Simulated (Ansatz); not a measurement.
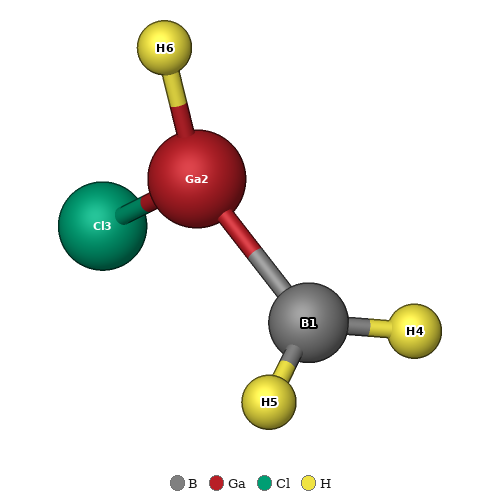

The system is BClGaH₃ (SMILES [BH2][GaH][Cl]) with the probe Cl-; the picture shows it without the atoms that are moved over the map. The probe is moved over the molecule's main plane. The first coordinate is: x of the probe's Cl atom; the second: y of the probe's Cl atom. Nothing is relaxed (molecule and probe rigid). The scan uses a 19 × 19 grid. At 66 points there is no value (left out of the scan, as a rule where atoms come close). All energies are given in kcal/mol relative to the lowest grid point. Energies and slopes of some neighbouring points disagree (a jump in structure or state, or too coarse a mesh). The restricted reference is unstable at some or all points, so the energies there are unreliable. Method: RHF-MP2, frozen core/def2-SVPD in Ansatz 0.2.0.

Range: x of the probe's Cl atom from −5.4 to 5.4 Å; y of the probe's Cl atom from −5.4 to 5.4 Å.

### Predict the map.

The lowest grid point is at x of the probe's Cl atom = 3.0 Å, y of the probe's Cl atom = 1.2 Å [nearest 1 B at 2.05 Å]. The highest grid point, x of the probe's Cl atom = −2.4 Å, y of the probe's Cl atom = 1.2 Å [nearest 1 Cl at 1.69 Å], lies 289 kcal/mol above the lowest.

| y of the probe's Cl atom ↓, x of the probe's Cl atom → | −5.4 | −4.2 | −3.0 | −1.8 | −0.6 | 0.6 | 1.8 | 3.0 | 4.2 | 5.4 |
| --- | --- | --- | --- | --- | --- | --- | --- | --- | --- | --- |
| 4.8 | 39 | 38 | 36 | 34 | 32 | 31 | 30 | 30 | 32 | 33 |
| 3.6 | 39 | 38 | 36 | 39 | 74 | 64 | 27 | 24 | 28 | 31 |
| 2.4 | 40 | 40 | 43 | 92 | – | – | 40 | 11 | 22 | 29 |
| 1.2 | 41 | 48 | 153 | – | – | – | – | 0 | 15 | 27 |
| 0.0 | 41 | 68 | – | – | – | – | – | – | 25 | 28 |
| −1.2 | 41 | 57 | – | – | – | – | – | – | 45 | 30 |
| −2.4 | 41 | 42 | 75 | 149 | 75 | 10 | 43 | 61 | 34 | 32 |
| −3.6 | 40 | 40 | 41 | 41 | 35 | 27 | 27 | 31 | 33 | 34 |
| −4.8 | 40 | 40 | 40 | 39 | 37 | 35 | 34 | 34 | 35 | 35 |

The table holds every second grid line.

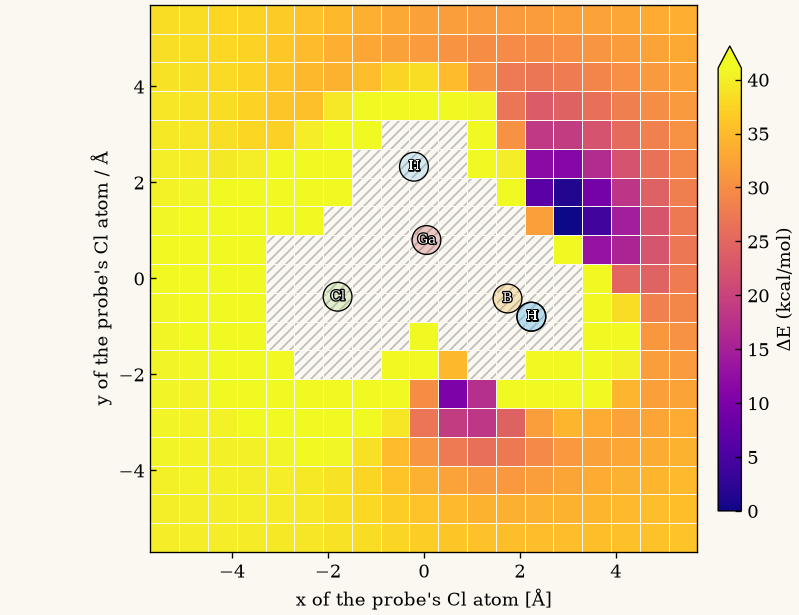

Drawn: one coloured cell a grid point, labelled circles for the molecule's atoms, projected on the plane, one colour for all values above the top of the scale, hatched blanks where no value was computed.

The whole map (295 points run) took 21 min on 1 thread of AMD EPYC 9R45 96-Core Processor (Zen 5), with other jobs on the host.
